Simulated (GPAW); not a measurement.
**ULDA (PW92)/sz(dzp) (scalar-relativistic datasets) run of CH4Ga (SMILES [CH3][GaH])**

Aim: a structure relaxation of CH4Ga. 

The results are computed with GPAW 26.7.0.

2 further runs of the same task are left out: 2 set aside as unsound or not needed.

### 1 The structure to begin with

CH4Ga: 6 atoms, total charge 0, spin state doublet. SMILES: `[CH3][GaH]`. All atoms were displaced at random from a relaxed shape. The run starts from this shape.

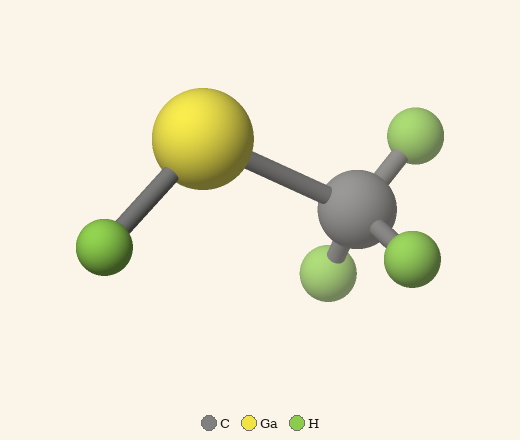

The structure, seen from a chosen angle (carbon grey, gallium yellow, hydrogen green).

### 2 A structure relaxation at ULDA (PW92)/sz(dzp) (scalar-relativistic datasets)

The input, CH4Ga.py:

```python
from ase import Atoms
from ase.io import write
from ase.optimize import MDMin
from gpaw import GPAW

molecule = Atoms(['C', 'Ga', 'H', 'H', 'H', 'H'],
    positions=[[ -0.016946,  -0.425339,  -0.539652],
               [  0.738167,   0.349152,   1.165316],
               [  0.555279,  -1.257047,  -0.889646],
               [ -1.017574,  -0.784433,  -0.295768],
               [ -0.071038,   0.329890,  -1.277574],
               [ -0.041405,   1.690283,   1.707715]])
molecule.center(vacuum=4.5)
molecule.set_initial_magnetic_moments([0.5, 0.5, 0.0, 0.0, 0.0, 0.0])

calc = GPAW(mode='lcao',
            symmetry='off',
            maxiter=150,
            xc='LDA',
            basis='sz(dzp)',
            h=0.2,
            occupations={'name': 'fermi-dirac', 'width': 0.0, 'fixmagmom': True},
            txt='CH4Ga.txt')
molecule.calc = calc

opt = MDMin(molecule, trajectory='CH4Ga.traj')
converged = opt.run(fmax=0.05, steps=100)
print('Converged:', converged)
print(f'Final energy = {molecule.get_potential_energy():.5f} eV')
print(f'r(Ga1-C0): {molecule.get_distance(1, 0):.4f} Ang')
print(f'r(H3-C0): {molecule.get_distance(3, 0):.4f} Ang')
write('relaxed.xyz', molecule)
```

Started as:

```console
$ python CH4Ga.py > CH4Ga.log
```

What values should one expect? Wanted: energy as printed; dipole moment; HOMO energy; LUMO energy.

Answer, from the run:

Level: ULDA (PW92)/sz(dzp) (scalar-relativistic datasets).

| quantity | value |
| --- | --- |
| energy as printed (from the program's reference atoms) | -21.8500 eV |
| dipole moment | 0.91 D |
| HOMO energy (highest over α and β) | -5.14 eV |
| LUMO energy (lowest over α and β) | -4.25 eV |

At the final geometry: Bond lengths: C1–Ga2 2.018 Å, C1–H3 1.182 Å, C1–H4 1.189 Å, C1–H5 1.189 Å, Ga2–H6 1.724 Å. Angles: C1–Ga2–H6 113.5°, Ga2–C1–H3 114.7°, Ga2–C1–H4 110.2°, Ga2–C1–H5 110.6°, H3–C1–H4 107.3°, H3–C1–H5 107.7°, H4–C1–H5 106.0°. The optimisation took 16 steps and changed the energy by -0.685 eV.
